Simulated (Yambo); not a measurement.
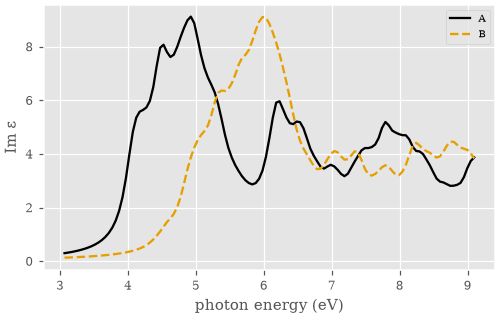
Figure: Two computed absorption spectra of BaTiO3 (space group R3m, No. 160) (Yambo, LDA bands with the same scissor, field along x)

Axes are Cartesian, with cell vectors (Å) (2.85, 1.64, 2.34), (-2.85, 1.64, 2.34), (0.00, -3.29, 2.34).

Question: Which curve includes the electron-hole attraction (BSE)?

Answer: Curve A: the attraction moves weight to lower energy (centre of the plotted range 6.1 eV against 6.6 eV). Settings: 6×6×6 mesh, 9 valence and 7 conduction bands, static screening with 42 bands and a 3 Ry block, scissor 1.71 eV, Tamm-Dancoff. The scissor comes from a G0W0 run whose convergence isn't established. Broadening 0.15 eV. The band window holds all transitions up to 9.1 eV. On this mesh the peak heights and the fine structure are mesh artefacts; only the shift of weight is robust.

Geometry of the Materials Project entry, not relaxed at this level; primitive cell a = b = c = 4.0338 Å, α = β = γ = 89.84°.
